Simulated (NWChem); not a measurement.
**H2Te (hydrogen telluride): levels of theory compared**

Aim: a comparison of 6 runs (HF/STO-3G, SVWN5/def2-SVP, M06-2X/def2-TZVP, BLYP/def2-TZVPPD, PBE/def2-TZVPPD, SVWN5/def2-TZVPPD) of H2Te (hydrogen telluride). 

The calculation is run with NWChem 7.3.0.

**1. The system as given**

H2Te: 3 atoms, total charge 0, spin state singlet. SMILES: `[TeH2]`. The shape is that of a PBE0-D4/def2-TZVP optimisation.

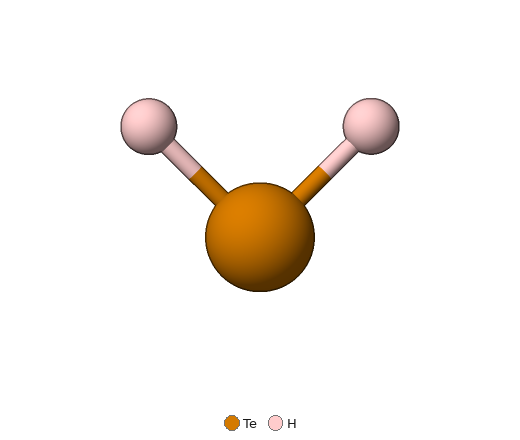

Viewed from a chosen angle; tellurium orange, hydrogen pink.

**2. Energy and gradient at HF/STO-3G (run 1)**

calc.nw reads:

```
start calc
title "H2Te gradient"
memory 2200 mb
charge 0

geometry units angstrom noautosym nocenter noautoz
 Te       0.579000      -0.464000       0.259000
 H        0.251700       1.159200       0.266100
 H       -0.841600      -0.760100      -0.538300
end

basis spherical bse
 Te library STO-3G
 H library STO-3G
end

scf
 thresh 1e-08
 maxiter 80
end

task scf gradient
```

Launch:

```console
nwchem calc.nw > calc.out
```

Standard output:

```text
[...]
  functions       =    29
[...]
  wavefunction    = RHF
[...]
         Total SCF energy =  -6548.266815871341
      One-electron energy =  -9099.163048925649
      Two-electron energy =   2517.433978875969
 Nuclear repulsion energy =     33.462254178339
        Time for solution =      0.9s
[...]
                         RHF ENERGY GRADIENTS
    atom               coordinates                        gradient
                 x          y          z           x          y          z
   1 Te      1.094151  -0.876833   0.489439    0.017613  -0.013424   0.007957
   2 H       0.475644   2.190570   0.502856   -0.004859   0.013683  -0.001069
   3 H      -1.590393  -1.436381  -1.017239   -0.012755  -0.000259  -0.006888
[...]
```

Run time: 2.2 s. Hardware: 1 thread of Intel Xeon Platinum 8488C (Sapphire Rapids), shared host; peak memory 0.097 GiB.

**3. Energy and gradient at SVWN5/def2-SVP (core potential) (run 2)**

nw.xyz reads:

```xyz
3
H2Te
Te     0.579000    -0.464000     0.259000
H      0.251700     1.159200     0.266100
H     -0.841600    -0.760100    -0.538300
```

run.py reads:

```python
from ase.io import read
from ase.calculators.nwchem import NWChem

molecule = read('nw.xyz')

calc = NWChem(
    label='nw',
    theory='dft',
    memory='2200 mb',
    basis='def2-SVP',
    basispar='spherical bse',
    dft={'xc': 'slater vwn_5', 'mult': '1', 'grid': 'xfine', 'convergence': 'energy 1e-08', 'iterations': '100', 'mulliken': None},
    **{'ecp bse': {'Te library': 'def2-SVP'}},
)
molecule.calc = calc

forces = molecule.get_forces()
print(f"energy = {molecule.get_potential_energy():.6f} eV")
print("forces (eV/A):")
for s, f in zip(molecule.symbols, forces):
    print(f"{s:2s} {f[0]:10.5f} {f[1]:10.5f} {f[2]:10.5f}")
print("dipole (e A):", molecule.get_dipole_moment().round(4))
```

Launch:

```console
export ASE_NWCHEM_COMMAND="nwchem PREFIX.nwi > PREFIX.nwo"
python run.py
```

Standard output:

```text
energy = -7314.105740 eV
forces (eV/A):
Te    0.38896   -0.29316    0.17607
H    -0.09775    0.31470   -0.01707
H    -0.29125   -0.02155   -0.15905
dipole (e A): [-0.0731  0.0555 -0.0331]
```

The calculator wrote nw.nwi:

```
title "nw"

permanent_dir nw

scratch_dir nw

start nw

geometry units angstrom nocenter noautosym noautoz
  Te 5.7899999999999996e-01 -4.6400000000000002e-01 2.5900000000000001e-01
  H  2.5169999999999998e-01 1.1592000000000000e+00 2.6610000000000000e-01
  H  -8.4160000000000001e-01 -7.6010000000000000e-01 -5.3830000000000000e-01
end

memory 2200 mb

basis spherical bse noprint
   * library def2-SVP
end

dft
  xc slater vwn_5
  mult 1
  grid xfine
  convergence energy 1e-08
  iterations 100
  mulliken
end
ecp bse
  Te library def2-SVP
end

task dft gradient
```

nw.nwo:

```text
Northwest Computational Chemistry Package (NWChem) 7.3.0
             --------------------------------------------------------

           Job information
           ---------------

    nwchem branch   = 7.3.0
    use scalapack   = T
    input           = nw.nwi
    prefix          = nw.
    data base       = nw/nw.db
    status          = startup
    nproc           =        1

           Memory information
           ------------------

[... 5 lines left out ...]
    hardfail = no
[... 88 lines left out ...]
  convergence criterion.
[... 37 lines left out ...]
          Spatial weights used:  Erf1
[... 32 lines left out ...]
 1-e energy   =    -498.509111
[... 43 lines left out ...]
           Coulomb energy =      235.971437867573
[... 332 lines left out ...]
          Convergence on density requested:  1.00D-05
[... 23 lines left out ...]
          total energy or number of iterations.
[... 34 lines left out ...]
                 ----------------------------------------
                 |  Time  |  1-e(secs)   |  2-e(secs)   |
                 ----------------------------------------
                 |  CPU   |       0.00   |       0.19   |
                 ----------------------------------------
                 |  WALL  |       0.00   |       0.19   |
                 ----------------------------------------

 Task  times  cpu:        2.7s     wall:        2.7s
 Total times  cpu:        2.7s     wall:        2.7s
```

Run time: 4.5 s. Hardware: 1 thread of Intel Xeon Platinum 8488C (Sapphire Rapids), shared host; peak memory 0.12 GiB.

Runs 3 to 5 aren't shown in full; the table further down has their settings and results.

**4. Energy and gradient at SVWN5/def2-TZVPPD (core potential) (run 6)**

mymol.nw reads:

```
start mymol
title "H2Te SVWN5"
memory stack 880 mb heap 220 mb global 1100 mb
charge 0

geometry units angstroms noautosym nocenter noautoz
  Te       0.579000      -0.464000       0.259000
  H        0.251700       1.159200       0.266100
  H       -0.841600      -0.760100      -0.538300
end

basis "ao basis" spherical bse
  * library def2-TZVPPD
end

ecp bse
  Te library def2-TZVPPD
end

dft
  xc slater vwn_5
  mult 1
  grid fine
  convergence energy 1e-08
  iterations 100
  mulliken
end

task dft gradient
```

Launch:

```console
nwchem mymol.nw > mymol.out
```

Standard output:

```text
[...]
          Wavefunction type:  closed shell.
          No. of atoms     :     3
          No. of electrons :    26
[...]
          Charge           :     0
          Spin multiplicity:     1
[...]
          AO basis - number of functions:    93
[...]
              XC Information
              --------------
                        Slater Exchange Functional  1.000 local
                      VWN V Correlation Functional  1.000 local
[...]
 d= 0,ls=0.0,diis     1   -268.7850756763 -2.84D+02  9.32D-03  1.82D-01     1.4
[...]
 d= 0,ls=0.0,diis     8   -268.8060629858 -1.18D-10  2.50D-07  4.64D-10     7.7
         Total DFT energy =     -268.806062985779
      One electron energy =     -499.136594950893
           Coulomb energy =      235.779405273262
    Exchange-Corr. energy =      -21.014203117740
 Nuclear repulsion energy =       15.565329809592
[...]
      Total Density - Mulliken Population Analysis
     ---------------------------------------------
    Atom       Charge   Shell Charges
 -----------   ------   -------------------------------------------------------
    1 Te  24    23.96   0.29 -0.86  1.61  0.97  1.20  0.67  0.01 -0.51  6.45  1.27  2.07  0.72  0.01  8.96  1.03  0.06 -0.00  0.00  0.01
    2 H    1     1.02   0.21  0.51  0.24  0.00  0.03  0.03  0.00
    3 H    1     1.02   0.21  0.51  0.24  0.00  0.03  0.03  0.00
[...]
  wavefunction    = closed shell
                         DFT ENERGY GRADIENTS
    atom               coordinates                        gradient
                 x          y          z           x          y          z
   1 Te      1.094151  -0.876833   0.489439   -0.003855   0.002887  -0.001748
   2 H       0.475644   2.190570   0.502856    0.001190  -0.002706   0.000335
   3 H      -1.590393  -1.436381  -1.017239    0.002666  -0.000181   0.001413
[...]
```

Wall time 13 s (1 thread of Intel Xeon Platinum 8488C (Sapphire Rapids), shared host); peak memory 0.13 GiB.

**5. The series**

```csv
run,level,iteration cap,module,energy (Eh),dipole moment (D),HOMO energy (eV),LUMO energy (eV),wall time
1,HF/STO-3G,80,scf,-6548.266816,1.40,-6.64,8.28,2.2 s
2,SVWN5/def2-SVP (core potential),100,dft,-268.788430,0.47,-5.46,-1.48,4.5 s
3,M06-2X/def2-TZVP (core potential),100,dft,-269.119151,0.20,-7.68,0.17,17 s
4,BLYP/def2-TZVPPD (core potential),100,dft,-269.156839,0.04,-5.38,-1.53,22 s
5,PBE/def2-TZVPPD (core potential),100,dft,-269.199276,0.12,-5.54,-1.58,17 s
6,SVWN5/def2-TZVPPD (core potential),100,dft,-268.806063,0.22,-5.67,-1.68,13 s
```

**6. Outcome**

| quantity | value |
| --- | --- |
| run 6: total energy | -268.80606 Eh |
| run 6: dipole moment | 0.22 D |
| run 6: HOMO energy | -5.67 eV |
| run 6: LUMO energy | -1.68 eV |
| run 6: HOMO–LUMO gap | 3.99 eV |
| run 6: largest force on an atom | 0.263 eV/Å |

In words: The dipole moment (its size) runs from 0.04 D (BLYP/def2-TZVPPD) to 1.40 D (HF/STO-3G). The two ends differ in method and basis and core potential. The HOMO–LUMO gap runs from 3.86 eV (BLYP/def2-TZVPPD) to 14.92 eV (HF/STO-3G). Totals of different functionals can't be ranked against each other. Some runs of one species differ in core potentials or relativity; totals across that change don't compare. In run 1 the basis is minimal, so the values are rough. In run 1 relativity is left out where basis or elements ask for it. All runs together took 75 s, the longest 22 s.
